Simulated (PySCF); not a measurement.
SMILES C=C[SiH2]O[SiH3] (C2H8OSi2), singlet at its GFN2-xTB optimised geometry (Å):

```
13

C      1.8253    -1.8779    -0.0003
C      1.0708    -0.7902     0.0000
Si    -0.8130    -0.7902     0.0000
O     -1.3256     0.7481     0.0000
Si    -1.4677     2.3575    -0.0079
H      1.3907    -2.8648    -0.0006
H      2.9046    -1.8424    -0.0002
H      1.5652     0.1758     0.0003
H     -1.3603    -1.3923    -1.2176
H     -1.3608    -1.3909     1.2180
H     -0.8119     2.8648     1.1971
H     -2.9046     2.6177    -0.0093
H     -0.8119     2.8542    -1.2174
```

Method: B3LYP/def2-TZVP run with PySCF 2.14.0. Cells within 0.4 Å of a nucleus heavier than hydrogen are left out (blank, or x).

Map of the log10 of the electron density (e/bohr³), floored at −4 on the plane z = 0.0 Å:

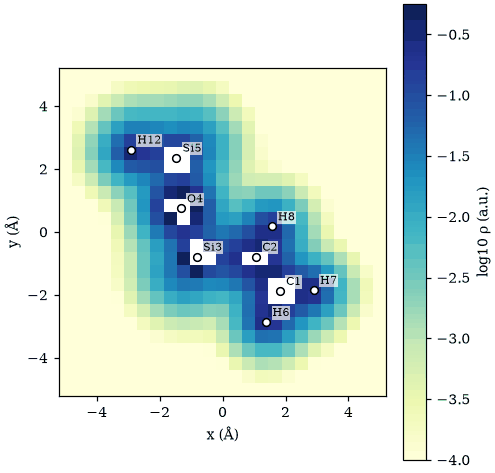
Log10 of the electron density (e/bohr³), floored at −4 on the plane z = 0.0 Å.
